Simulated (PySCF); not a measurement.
SiHCl: frequency calculation

The run: frequency calculation of SiHCl. Method and program: RKS-based PBE0, Si def2-TZVP, H def2-TZVP, Cl def2-TZVP; non-relativistic Hamiltonian; density fitting (PySCF 2.14.0).

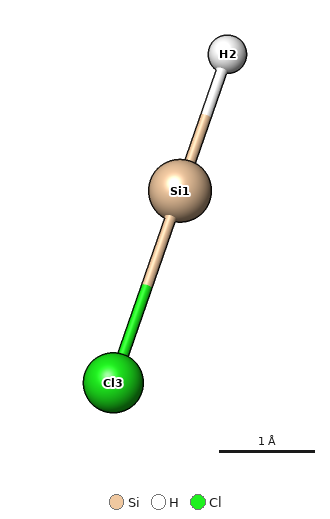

*The structure as given in the input (ball-and-stick view, seen at an oblique angle; atoms are numbered from 1 in the order of the input).*

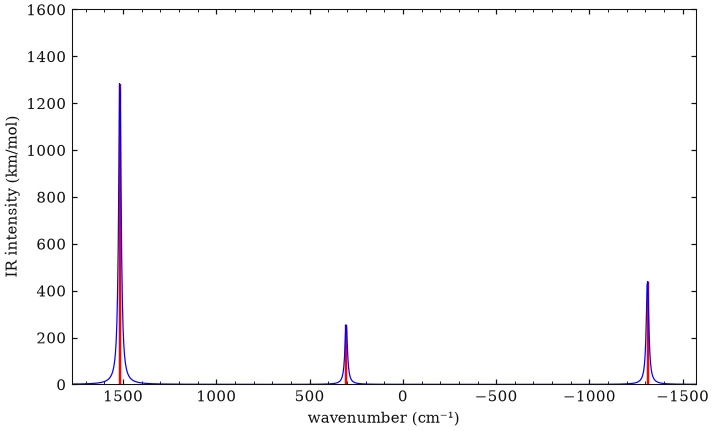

*Harmonic infrared spectrum, unscaled: sticks (degenerate modes added up, dark ones marked on the axis) with a Lorentzian envelope of 16 cm⁻¹ full width, scaled to the tallest stick; imaginary modes are drawn at negative wavenumbers.*

4 modes from 1312i to 1517 cm⁻¹, 2 imaginary beyond 8i (1312i, 1312i cm⁻¹): not a minimum. The strongest line is at 1517 cm⁻¹ (1283 km/mol). All modes, in cm⁻¹ (km/mol): 1312i (219), 1312i (219), 304 (254), 1517 (1283).

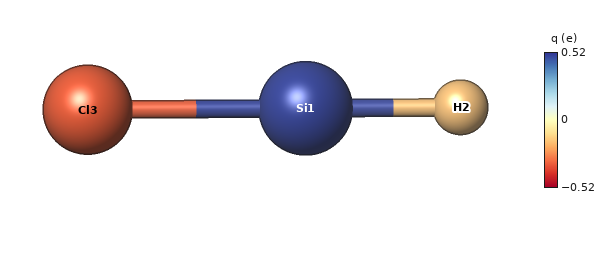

*Mulliken charges, as the colour of each atom (ball-and-stick view, seen on its broad side; atoms are numbered from 1 in the order of the input).*

By element: Si +0.49, H −0.16 and Cl −0.33 e.

These pictures come from the run below.

The input
```python
from pyscf import gto, scf, dft
mol = gto.M(atom='''
Si    -0.000000     0.000000    -1.256510
H     -0.000000     0.000000    -2.924242
Cl     0.000000     0.000000     1.089553''',
    basis={'Si': 'def2-TZVP', 'H': 'def2-TZVP', 'Cl': 'def2-TZVP'},
    charge=0, spin=0)
mf = dft.RKS(mol, xc='PBE0')
mf.grids.atom_grid = (75, 302)
aux = {'Si': 'def2-universal-JKFIT', 'H': 'def2-universal-JKFIT', 'Cl': 'def2-universal-JKFIT'}
mf = mf.density_fit(auxbasis=aux)
mf.conv_tol = 1e-09
mf.diis_space = 10
mf.max_cycle = 60
mf.verbose = 4
mf.kernel()
```

The script is an equivalent of the set-up of the self-consistent field. The run itself was carried out by a driver, which started from the orbitals of the step before it where there was one and computed the further properties.

Launched with:
```bash
OMP_NUM_THREADS=2 python axn.py task.json out
```

The program's output
```
init E= -749.910320539428
  HOMO = -0.214054570096849  LUMO = -0.142132640117551  gap/eV = 1.95710
cycle= 1 E= -749.910320539428  delta_E= -2.27e-13  |g|= 1.71e-06  |ddm|= 2.77e-06
  HOMO = -0.21405462379817  LUMO = -0.142132945519459  gap/eV = 1.95709
Extra cycle  E= -749.910320539425  delta_E= 3.3e-12  |g|= 3.18e-06  |ddm|= 4.71e-06
converged SCF energy = -749.910320539425
```

Key numbers

```tsv
quantity	value
outcome	converged
total energy	−749.910321 hartree
HOMO	−5.82 eV
LUMO	−3.87 eV
zero-point energy	0.004150 hartree
dipole moment	2.33 D
wavenumbers, lowest and highest	1312i and 1517 cm⁻¹
hardware	2 threads of Intel Xeon (Sapphire Rapids), 32 GiB of memory available, shared host
wall time	14 s (CPU time 25 s)
peak memory	0.76 GiB
```
